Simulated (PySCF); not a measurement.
V(Cl)4, SMILES [Cl][V]([Cl])([Cl])[Cl] (Cl4V), doublet, B3LYP/def2-SVP optimised geometry. Atoms within 1.6 Å of the plane z = 1.5 Å (x, y, z in Å): V1 (-0.74, -1.02, 0.00), Cl2 (1.40, -1.02, 0.00), Cl4 (-1.40, -2.10, 1.73), Cl5 (-1.40, 1.02, 0.00).

Calculation: PySCF with unrestricted B3LYP/def2-TZVP. Cells within 0.4 Å of a nucleus heavier than hydrogen are left out (blank, or x).

Map of the Laplacian of the electron density (e/bohr⁵), clipped to [-1.50, 1.50] on the plane z = 1.5 Å:

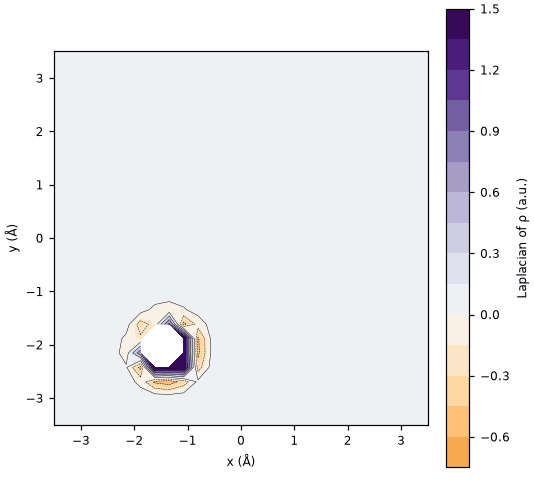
Fig. 1. Laplacian of the electron density (e/bohr⁵), clipped to [-1.50, 1.50] on the plane z = 1.5 Å.
